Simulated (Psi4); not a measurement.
**CH2AlN (SMILES N#[C][AlH2]) at DSD-PBEP86/aug-cc-pVDZ (density fitting for correlation)**

What is the vertical ionisation energy of CH2AlN at DSD-PBEP86/aug-cc-pVDZ (density fitting for correlation)? 

Program for the calculation: Psi4 1.11.

1 further run of the same task is left out (it didn't finish).

### 1 The structure to begin with

CH2AlN: 5 atoms, total charge 0, spin state singlet. SMILES: `N#[C][AlH2]`. The coordinates come from a PBE0-D4/def2-TZVP relaxation.

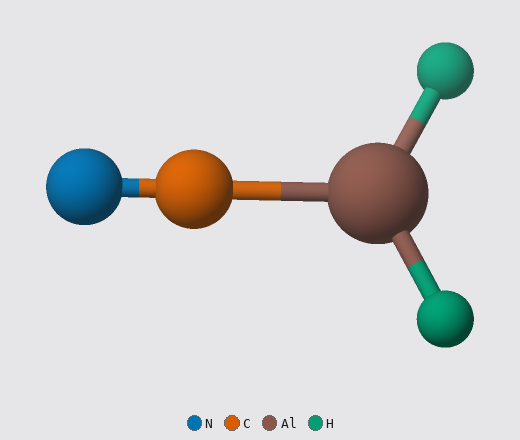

Viewed from a chosen angle; nitrogen blue, carbon orange, aluminium brown, hydrogen teal.

### 2 The energy at DSD-PBEP86/aug-cc-pVDZ (density fitting for correlation)

The input, ch2aln.xyz:

```xyz
5
CH2AlN
N      1.382300    -1.346000     1.394200
C      0.714200    -0.698000     0.711800
Al    -0.407200     0.390000    -0.434600
H     -1.629700    -0.322900    -1.120200
H     -0.009700     1.903200    -0.592600
```

The input, run.py:

```python
import numpy as np
from ase.calculators.psi4 import Psi4
from ase.io import read

atoms = read('ch2aln.xyz')
calc = Psi4(atoms=atoms, method='dsd-pbep86', basis='aug-cc-pVDZ', memory='2200MB', num_threads=1, charge=0, multiplicity=1, label='calc')
calc.psi4.set_options({'puream': True, 'e_convergence': 1e-09, 'd_convergence': 1e-08, 'scf_type': 'pk', 'dft_radial_points': 99, 'dft_spherical_points': 590, 'num_frozen_docc': 7})
atoms.calc = calc

print(f'energy: {atoms.get_potential_energy():.6f} eV')
```

The run is started by

```
python run.py
```

calc.dat:

```text
[...]
  Running in c1 symmetry.
[...]
  Nuclear repulsion =   69.014155576228063
[...]
  Multiplicity = 1
[...]
  Nalpha       = 14
  Nbeta        = 14
[...]
    Number of basis functions: 91
[...]
   @RKS iter   1:  -335.76142051584958   -1.07606e+00   3.67378e-03 DIIS/ADIIS
[...]
   @RKS iter  11:  -335.82328498179942   -1.02318e-12   9.48958e-10 DIIS
[...]
    Orbital Energies [Eh]
    ---------------------
    Doubly Occupied:
       1A    -57.677215     2A    -15.156464     3A    -10.884811
       4A     -4.683558     5A     -3.079697     6A     -3.075786
       7A     -3.074221     8A     -1.119533     9A     -0.642777
      10A     -0.517390    11A     -0.463445    12A     -0.450117
      13A     -0.440407    14A     -0.414522
[...]
  @RKS Final Energy:  -335.82328498179942
   => Energetics <=
    Nuclear Repulsion Energy =             69.0141555762280632
    One-Electron Energy =                -599.9111131796330483
    Two-Electron Energy =                 204.0581499008748949
    DFT Exchange-Correlation Energy =      -8.9844772792693153
    Empirical Dispersion Energy =           0.0000000000000000
    VV10 Nonlocal Energy =                  0.0000000000000000
    Total Energy =                       -335.8232849817993610
[...]
 Multipole Moments:
 ------------------------------------------------------------------------------------
     Multipole            Electronic (a.u.)      Nuclear  (a.u.)        Total (a.u.)
 ------------------------------------------------------------------------------------
 L = 1.  Multiply by 2.5417464519 to convert [e a0] to [Debye]
 Dipole X            :          0.6057952           -1.4258200           -0.8200248
 Dipole Y            :         -0.5875884            1.3831863            0.7955979
 Dipole Z            :          0.6198192           -1.4576532           -0.8378340
 Magnitude           :                                                    1.4168212
[...]
```

On the terminal:

```text
energy: -9143.418549 eV
```

Run time: 26 s. Hardware: 1 thread of Intel Xeon at 2.50GHz (Skylake/Cascade Lake), shared host; peak memory 1.2 GiB.

### 3 The doublet cation, same level

The input, input.inp:

```
memory 2200 mb

molecule geom {
  1 2
  N      2.61216842    -2.54357136     2.63465616
  C      1.34964240    -1.31902883     1.34510706
  Al    -0.76949648     0.73699319    -0.82127497
  H     -3.07968667    -0.61019257    -2.11687120
  H     -0.01833034     3.59652676    -1.11985170
  units bohr
  symmetry c1
}

set {
  basis aug-cc-pVDZ
  reference uks
  puream true
  e_convergence 1e-09
  d_convergence 1e-08
  scf_type pk
  dft_radial_points 99
  dft_spherical_points 590
  num_frozen_docc 7
  maxiter 100
}

result, w = energy('dsd-pbep86', return_wfn=True)
```

The run is started by

```
psi4 -i input.inp -o input.out -n 1
```

input.out:

```text
[...]
  Running in c1 symmetry.
[...]
  Nuclear repulsion =   69.014155664648129
[...]
  Multiplicity = 2
[...]
  Nalpha       = 14
  Nbeta        = 13
[...]
    Number of basis functions: 91
[...]
   @UKS iter   1:  -335.28855953014971   -6.03199e-01   4.08321e-03 DIIS/ADIIS
[...]
   @UKS iter  31:  -335.39729990721582   -2.72848e-12   5.16274e-09 DIIS
[...]
   @S^2 Observed:                7.882323128E-01
[...]
    Orbital Energies [Eh]
    ---------------------
    Alpha Occupied:
       1A    -57.905523     2A    -15.494620     3A    -11.220215
       4A     -4.910960     5A     -3.306279     6A     -3.303716
       7A     -3.302027     8A     -1.481771     9A     -0.922242
      10A     -0.805073    11A     -0.800913    12A     -0.758035
      13A     -0.715466    14A     -0.654941
    Alpha Virtual:
      15A     -0.241529    16A     -0.201483    17A     -0.123257
      18A     -0.122721    19A     -0.113305    20A     -0.098577
      21A     -0.082070    22A     -0.067574    23A     -0.065460
      24A     -0.053952    25A     -0.041367    26A     -0.029136
[...]
  @UKS Final Energy:  -335.39729990721582
   => Energetics <=
    Nuclear Repulsion Energy =             69.0141556646481291
    One-Electron Energy =                -592.3536901413157238
    Two-Electron Energy =                 196.8316710143566297
    DFT Exchange-Correlation Energy =      -8.8894364449048417
    Empirical Dispersion Energy =           0.0000000000000000
    VV10 Nonlocal Energy =                  0.0000000000000000
    Total Energy =                       -335.3972999072158245
[...]
 Multipole Moments:
 ------------------------------------------------------------------------------------
     Multipole            Electronic (a.u.)      Nuclear  (a.u.)        Total (a.u.)
 ------------------------------------------------------------------------------------
 L = 1.  Multiply by 2.5417464519 to convert [e a0] to [Debye]
 Dipole X            :          0.8687962           -1.4258200           -0.5570238
 Dipole Y            :         -0.8430469            1.3831863            0.5401395
 Dipole Z            :          0.8886590           -1.4576532           -0.5689941
 Magnitude           :                                                    0.9621749
[...]
```

Wall time 71 s (1 thread of Intel Xeon at 2.50GHz (Skylake/Cascade Lake), shared host); peak memory 1.1 GiB.

### 4 Results

Level: DSD-PBEP86/aug-cc-pVDZ (density fitting for correlation), 7 core orbitals frozen.

| quantity | value |
| --- | --- |
| singlet CH2AlN: total energy | -336.01444 Eh |
| singlet CH2AlN: HOMO energy (SCF part's orbitals) | -11.28 eV |
| singlet CH2AlN: LUMO energy (SCF part's orbitals) | -0.97 eV |
| singlet CH2AlN: HOMO–LUMO gap (SCF part's orbitals) | 10.31 eV |
| doublet cation: total energy | -335.56232 Eh |
| doublet cation: HOMO energy (SCF part's orbitals) (highest over α and β) | -16.46 eV |
| doublet cation: LUMO energy (SCF part's orbitals) (lowest over α and β) | -11.80 eV |
| doublet cation: ⟨S²⟩ | 0.788 |
| vertical ionisation energy (to the doublet cation) | 12.303 eV |

The vertical ionisation energy comes to 12.30 eV (1187 kJ/mol). The negative HOMO energy of the first species, 11.28 eV, lies 1.02 eV below that difference.
